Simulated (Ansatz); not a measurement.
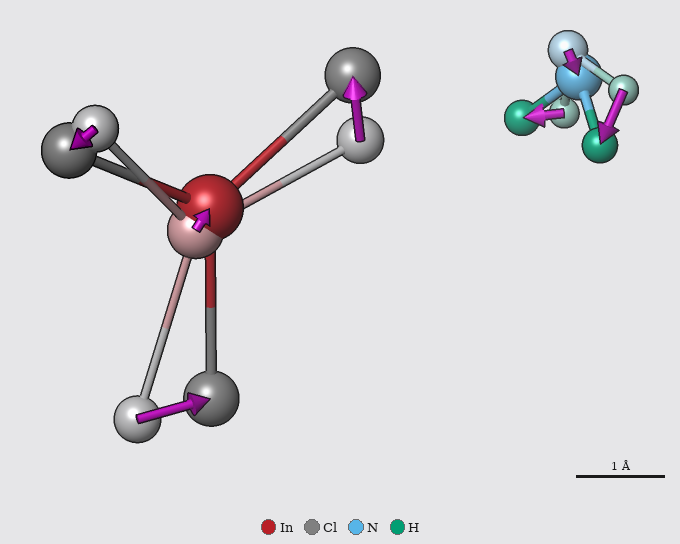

A relaxation of InNH$_{2}$Cl$_{3}$ (multiplicity 2). The starting structure is drawn faded, the final one solid; purple arrows show the displacements, at their true length. The two geometries are superimposed by the best rigid fit.

Style: ball-and-stick. Shown at a tilt.

The run prepares an end point of a later path (reaction) calculation, from a guessed geometry.

Computed with Ansatz, UKS B3LYP-D4/def2-SVP.

Input file:
```yaml
crystal:
  periodic: [false, false, false]
  atoms:
    - { symbol: In, position_ang: [0.048794, -0.01223, -0.104838] }
    - { symbol: Cl, position_ang: [0.257698, -0.161012, 2.293082] }
    - { symbol: Cl, position_ang: [1.968171, 0.076589, -1.432988] }
    - { symbol: Cl, position_ang: [-2.073307, 0.043118, -1.084161] }
    - { symbol: "N", position_ang: [0.288596, -0.236063, 5.223278] }
    - { symbol: H, position_ang: [-0.710482, -0.508623, 5.293727] }
    - { symbol: H, position_ang: [0.220529, 0.798221, 5.2819] }
magnetization:
  spin_polarized: true
  initial_magnetization: 1
basis:
  gaussian: { orbitals: def2-SVP }
hamiltonian:
  xc: b3lyp
  dispersion: d4
relax:
  f_tol: 0.03
  max_steps: 50
output:
  orbitals: {}
```

Launched with:
```bash
ansatz run input.yaml --threads 4 --pin off --max-ram 5120MiB --backend cpu --events-out ev --progress --plain --runs-dir out
```

Describe the change and its energy.

Answer. The energy falls by 4.38 kJ/mol in 24 accepted moves (25 points after the start). The largest force component goes from 0.88 to 0.027 eV/Å. The line search rejected the trial step at point 6 of the run. The forces were under the threshold at step 17, but the run went on from there. The largest move after the best rigid fit is that of Cl4, 0.91 Å. By element the largest moves are Cl 0.91 Å, H 0.69 Å, N 0.33 Å, In 0.31 Å. Near-neighbour distances that change, for instance: In1–Cl2 2.412 → 2.340 Å. Cost: 83 s on 4 threads of Arm Neoverse V1, on a shared host, peak memory 0.39 GiB.

Limits of the set-up: the start holds two separate molecules, 2.9 Å apart at their closest, whose relative position is a soft coordinate.
